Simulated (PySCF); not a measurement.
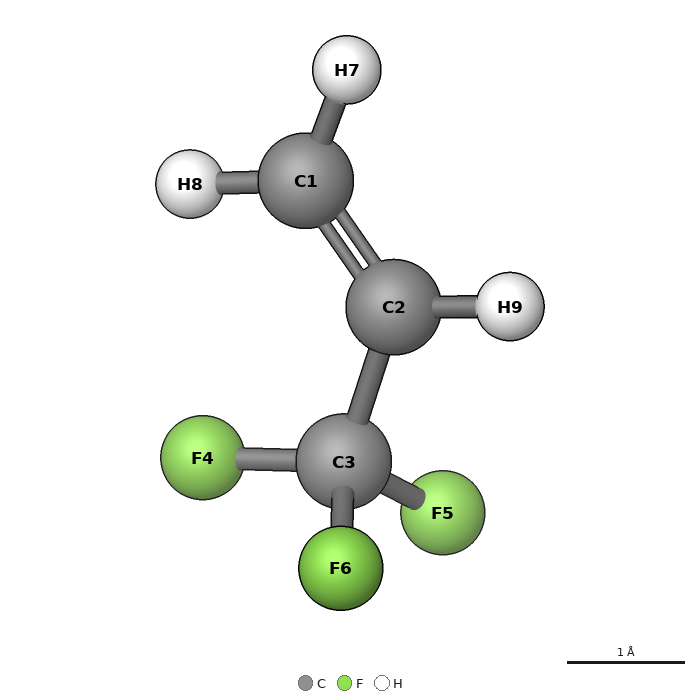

Numbered structure. Computed geometry: PBE0-D3(BJ)/def2-SVP optimisation. No frequency run is at hand to confirm it as a minimum.

Q: How are the neighbours of atom 3 arranged?

A: C3 has 4 neighbours (C2 at 1.49, F4 at 1.33, F5 at 1.34, F6 at 1.34 Å); the arrangement is tetrahedral.

Q: How are the neighbours of atom 1 arranged?

A: C1 has 3 neighbours (C2 at 1.33, H7 at 1.09, H8 at 1.09 Å); the arrangement is trigonal planar.

Q: Describe the coordination of atom 2.

A: C2 has 3 neighbours (C1 at 1.33, C3 at 1.49, H9 at 1.09 Å); the arrangement is trigonal planar.

Q: What is the dihedral angle C1–C2–C3–F6?

A: 120° in size, that is anticlinal.
